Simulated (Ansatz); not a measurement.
# Convergence study of the plane-wave cutoff for Cu3AsS4 (R3m, 8 atoms in the cell)

```yaml
crystal:
  lattice:
    - [5.28551, 0.00000, 0.00000]
    - [0.00000, 5.28551, 0.00000]
    - [0.00000, 0.00000, 5.28551]
  atoms:
    - { symbol: Cu, position: [0.00000, 0.50000, 0.50000] }
    - { symbol: Cu, position: [0.50000, 0.00000, 0.50000] }
    - { symbol: Cu, position: [0.50000, 0.50000, 0.00000] }
    - { symbol: As, position: [0.00546, 0.00546, 0.00546] }
    - { symbol: S, position: [0.25268, 0.74732, 0.74732] }
    - { symbol: S, position: [0.74732, 0.74732, 0.25268] }
    - { symbol: S, position: [0.74732, 0.25268, 0.74732] }
    - { symbol: S, position: [0.25268, 0.25268, 0.25268] }
```

Method of the run: PBEsol, default PAW files made with PBE (plane waves; Ansatz, an electronic-structure program).

Base settings: basis.ecutwfc = 420 eV; kpoints.mp_grid.grid = 4 4 4; hamiltonian.xc = pbesol; hamiltonian.pseudopotentials = {kind: paw} (the program's default PAW files); scf.occupations.method = gaussian; scf.occupations.width = 0.1 eV.

The second cell is the first with its lattice scaled by 0.98.

The mesh stays at the base's, so the ladder's end is converged at best in this setting alone.

The first pressure column holds Ansatz's estimate of the finite-basis (Pulay) stress, which hides part of the cutoff error; the other is without it.

Only quantities that move along the ladder and can be compared are tabulated.

The count of work is k-points × plane waves × bands × iterations; it is no time. 

The starting cell comes from a database of computed structures (which also holds hypothetical and non-ambient phases and stackings), without a prior relaxation at this level. Its lattice was rescaled by up to half a per cent. One atom was moved a little off its site on purpose. Spin polarisation is off. The run gives no clean gap (levels at the Fermi energy touch, overlap or are partly filled at this smearing), which alone does not show that the compound is a metal.

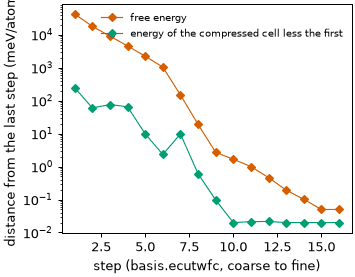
Figure. Distance from the last step along the ladder; very small values are drawn at a floor.

```tsv
basis.ecutwfc	free energy less the last step's (meV/atom)	energy of the compressed cell less the first (meV/atom)	pressure (GPa)	pressure without the Pulay estimate (GPa)	largest difference of a force vector from the last step's (eV/Å)	count of work / last
145 eV	42492.11	244.18	6.19	-1258.16	2.303	0.085
170 eV	17950.40	59.38	0.05	-607.35	1.279	0.12
190 eV	9025.57	-76.86	-4.75	-342.91	0.660	0.15
210 eV	4562.32	-65.90	-2.21	-195.89	0.481	0.16
230 eV	2227.27	-10.63	-1.46	-109.84	0.345	0.19
250 eV	1041.22	1.51	-1.50	-60.33	0.247	0.18
295 eV	149.08	8.94	-2.11	-14.23	0.067	0.21
335 eV	19.05	-0.21	-2.42	-4.44	0.014	0.22
380 eV	2.70	-0.72	-2.51	-2.64	0.000	0.27
420 eV	1.67	-0.82	-2.52	-2.56	0.001	0.31
460 eV	1.00	-0.80	-2.52	-2.56	0.000	0.35
505 eV	0.46	-0.80	-2.52	-2.54	0.000	0.40
565 eV	0.19	-0.81	-2.52	-2.53	0.000	0.41
630 eV	0.10	-0.82	-2.52	-2.53	0.000	0.50
735 eV	0.04	-0.82	-2.52	-2.52	0.000	0.62
840 eV	0.02	-0.82	-2.52	-2.52	0.000	0.76
1010 eV	0.00	-0.82	-2.52	-2.52	0.000	1.0
```

Coarsest basis.ecutwfc that holds the energy of the compressed cell less the first within 1 meV/atom of the last step, with all finer ones: 335 eV, at 0.22 of the last step's count of work; the step before is off by 9.8 meV/atom.

Coarsest basis.ecutwfc that holds the free energy within 5 meV/atom of the last step, with all finer ones: 380 eV, at 0.27 of the last step's count of work; the step before is off by 19 meV/atom.

Coarsest basis.ecutwfc that holds the forces within 0.005 eV/Å of the last step, with all finer ones: 380 eV, at 0.27 of the last step's count of work; the step before is off by 0.014 eV/Å.

The energy difference between the two cells stays within 1 meV/atom of the last step's from 335 eV on, the total only from 505 eV on: much of the error is common to both cells and cancels.

At the lowest cutoff the pressure without the Pulay estimate lies 1260 GPa under the last step's, the usual sign of Pulay stress in an incomplete plane-wave basis.

Keys are those of Ansatz 0.2.
